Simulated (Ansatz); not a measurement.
```xyz
8

Al    0.0298   -0.1152    0.2302
Cl   -0.1854    0.7704    2.2001
H     1.4669    0.0453   -0.4307
H    -1.2901   -0.1157   -0.6563
N     0.0868   -2.0866    0.8864
H    -0.5817   -2.7010    0.4146
H     1.0139   -2.5117    0.8021
H    -0.1531   -2.0680    1.8825
```

Level of theory: RKS B3LYP/def2-SVP (Ansatz 0.2.0).

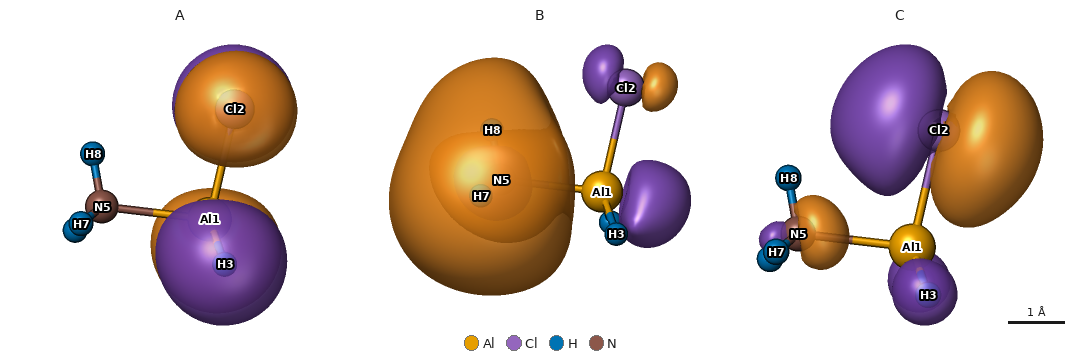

AlClH5N. Three frontier orbitals at ±0.08 Å⁻³ᐟ² (orange and purple are the two phases), in no order.

Question: Order the three orbitals by energy and name them.

Answer: C is the HOMO−1 (−7.79 eV). Its weight (Hirshfeld) is mainly on Cl2 (about 85 %); largely a lone pair of Cl2. A is the HOMO (−7.14 eV). It lies mainly on Cl2 (about 40 %), Al1 (about 20 %), H4 (about 20 %) and H3 (about 20 %). B is the LUMO (−0.22 eV). Its weight (Hirshfeld) is mainly on N5 (about 20 %), H6 (about 20 %), H7 (about 20 %), Al1 (about 20 %) and H8 (about 15 %).

Question: What is the HOMO–LUMO gap?

Answer: 6.92 eV between the orbital energies.
